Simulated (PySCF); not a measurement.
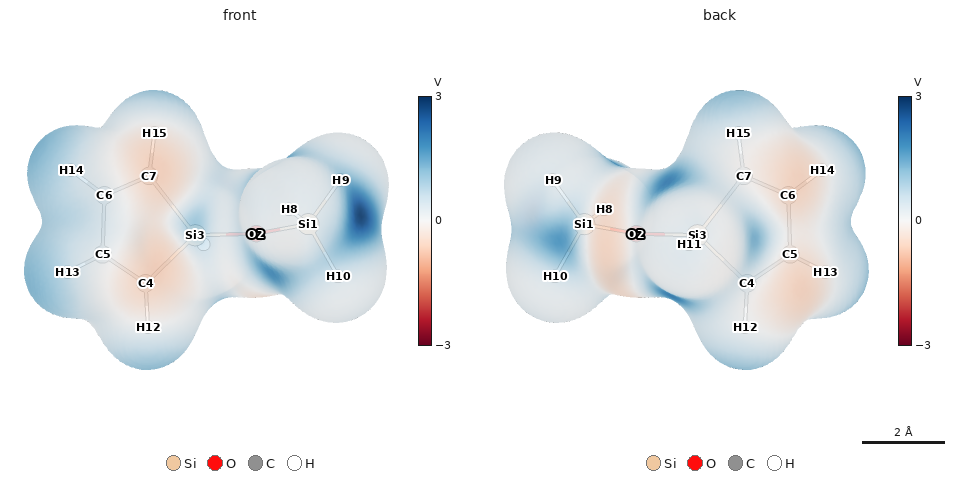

Figure. C$_{4}$H$_{8}$OSi$_{2}$ (SMILES [SiH3]O[SiH]1C=CC=C1). The electrostatic potential painted on the density surface at 0.004 e/bohr³, seen from the front and from behind; the colour scale runs from red (negative) to blue (positive).

Geometry: GFN2-xTB.

The calculation used PySCF, wB97X-D/def2-SVPD, SCF density, gas phase.

```xyz
15

Si    2.8861   -0.4701    0.0482
O     1.5200    0.1700   -0.5416
Si   -0.0127    0.6539   -0.7424
C    -1.2762   -0.7313   -0.9758
C    -2.1982   -0.6492   -0.0110
C    -2.0034    0.4002    0.9849
C    -0.9232    1.1729    0.8300
H     2.5652   -1.3074    1.2027
H     3.7278    0.6650    0.4218
H     3.4522   -1.2478   -1.0517
H     0.0458    1.6533   -1.8054
H    -1.3308   -1.4683   -1.7593
H    -3.0514   -1.3085    0.0741
H    -2.7144    0.4997    1.7938
H    -0.6913    1.9757    1.5098
```

Question: Where is the surface potential most negative and most positive?

Answer: The most negative region (about −0.7 V, or −16 kcal/mol for a unit charge) lies over the π face of C4, C5, C6 and C7, the most positive (about +2.4 V, or +55 kcal/mol for a unit charge) over Si1.
